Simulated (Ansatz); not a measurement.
## Electronic structure of C₂H₅FGe (SMILES C=[C](F)[GeH3]) in real space

Input file:

```
crystal:
  periodic: [false, false, false]
  atoms:
    - {symbol: C, position_ang: [0.637050, 1.392422, -0.495079]}
    - {symbol: C, position_ang: [0.560034, 0.073972, -0.443736]}
    - {symbol: F, position_ang: [1.436157, -0.669263, -1.154034]}
    - {symbol: Ge, position_ang: [-0.723995, -0.983702, 0.580435]}
    - {symbol: H, position_ang: [1.388998, 1.892107, -1.095725]}
    - {symbol: H, position_ang: [-0.060857, 1.994110, 0.071016]}
    - {symbol: H, position_ang: [-1.538829, -1.861905, -0.378935]}
    - {symbol: H, position_ang: [0.031203, -1.877885, 1.573261]}
    - {symbol: H, position_ang: [-1.641361, -0.006256, 1.325897]}
basis:
  gaussian: {orbitals: def2-TZVPP}
hamiltonian: {xc: pbe0, dispersion: d4}
output: {orbitals: {seedname: orbitals}}
```

Launched as:

```sh
ansatz run in.yaml --threads 4 --pin off --events-out ev --progress --plain --max-ram 10444MiB
```

Geometry: PBE0-D4/def2-TZVP.

Level of theory: RKS PBE0-D4/def2-TZVPP in Ansatz 0.2.0.

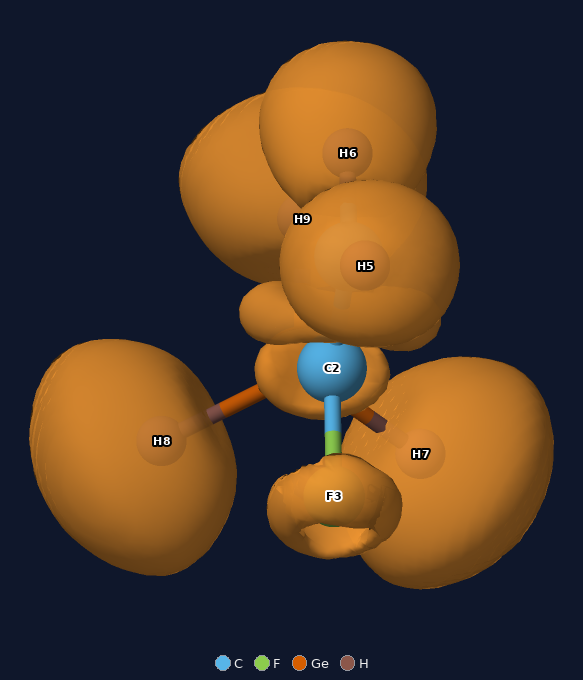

Figure 1. Isosurface of the electron localisation function at 0.85 (orange), seen at an oblique angle. Core shells and regions of very low density are left out.

What do the ELF domains correspond to?

The surface consists of one region between bonded C–C atoms (shared pairs), five regions around hydrogen nuclei, one lobe of the valence shell of C pointing towards Ge (polar bonds) and one region wrapped around F (its valence shell). Along the contacts the grid gives the following. C–C (1.32 Å): the ELF peaks at about 0.95 between the atoms: a short, multiple covalent bond. C–F (1.35 Å): the ELF peaks at about 0.80 between the atoms; a polar covalent bond.

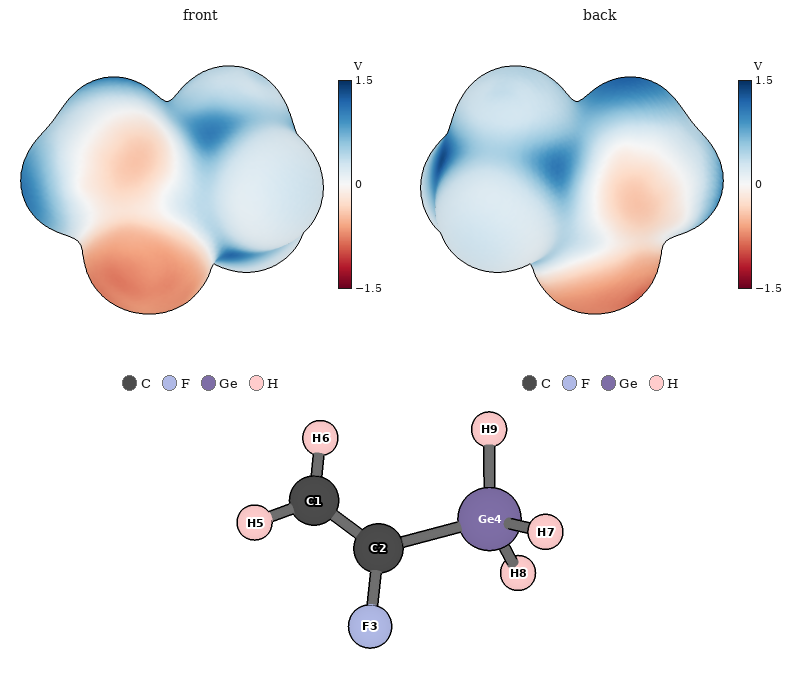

Figure 2. The molecular electrostatic potential painted on the density surface at 0.002 e/bohr³, seen from the front and from behind; red is negative and blue positive. The bare structure is drawn below in the same view.

Which sites attract a positive test charge, and which a negative one?

A positive charge is drawn to the negative regions and a negative charge to the positive ones. The most negative region (about −0.8 V) lies over F3, the most positive (about +1.2 V) over Ge4 and H6.

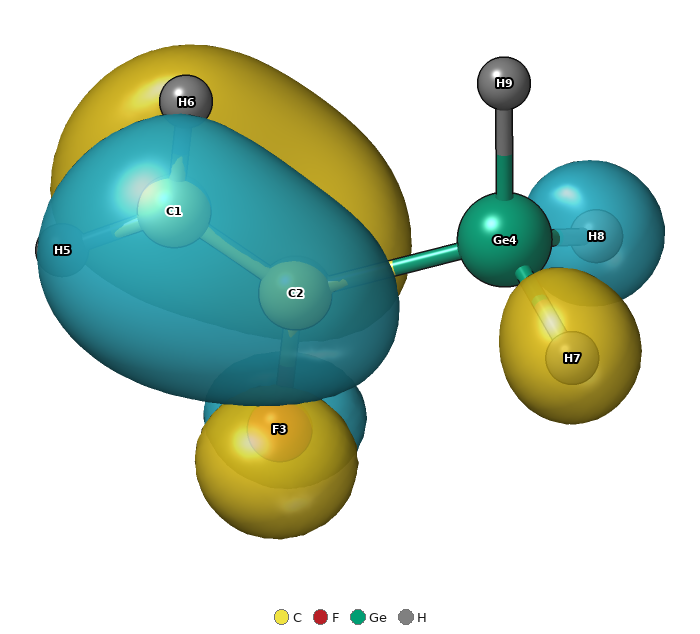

Figure 3. The HOMO at ±0.08 Å⁻³ᐟ² (yellow and cyan are the two phases), seen at a tilt.

Where does this orbital lie, and at what energy?

It lies mainly on C1 (about 40 %), C2 (about 30 %) and F3 (about 15 %); π-bonding across C1–C2. Its energy is −7.73 eV.
